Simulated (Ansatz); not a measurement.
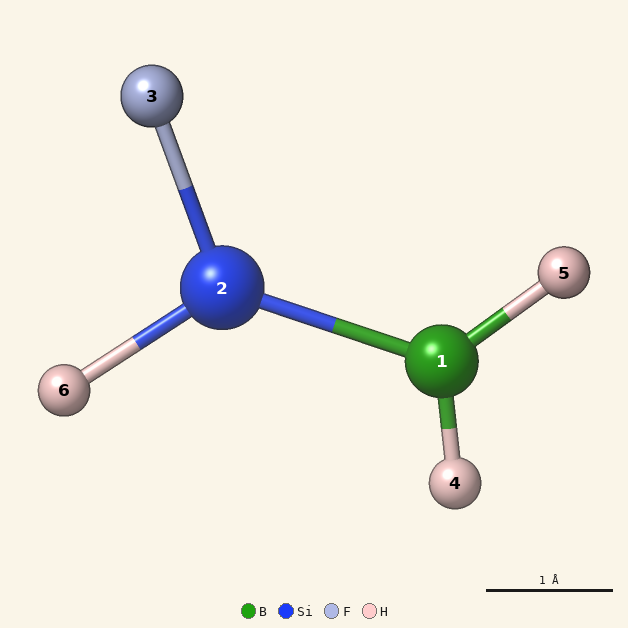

Figure made from data computed with Ansatz.

Orthographic view. Atoms fade into the background with distance from the viewer. Charge −1, singlet. Geometry: moved along internal coordinates away from the minimum.

Give the geometry as a Z-matrix, atoms in numerical order, with these reference atoms: 2 to 1; 3 to 2, 1; 4 to 1, 2, 3; 5 to 1, 4, 2; 6 to 2, 3, 1.

```
B  
Si   1   1.843
F    2   1.654   1   127.0
H    1   0.993   2   113.6   3   177.0
H    1   1.206   4   120.2   2  -171.2
H    2   1.499   3   102.4   1   163.9
```
